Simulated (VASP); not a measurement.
Band structure of BaF2 (fluorite). These are MS2 meta-GGA, VASP's PBE PAW potentials (set 64) (plane waves; VASP) values and carry that method's errors.

Unless said otherwise, spin-orbit coupling is left out, though it shifts the bands of the heavy elements here.

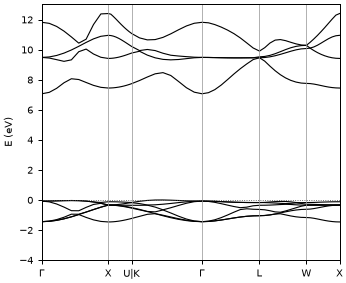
Fig. 1. Bands along high-symmetry lines, zero at the valence-band maximum or, without a gap, the Fermi level

Problem. Read the plot: is there a gap, and where are the band edges?

Solution. The gap is indirect, 7.06 eV, from the valence maximum at K-Γ at 0.44 to the conduction minimum at Γ.

Measured: gap 10.50 eV (computed value off by -3.44 eV), as given by Andrés Aguado et al., Journal of the Physical Society of Japan (1999), arXiv:cond-mat/9901145.

The compound is BaF2 in the fluorite structure. It was relaxed first.
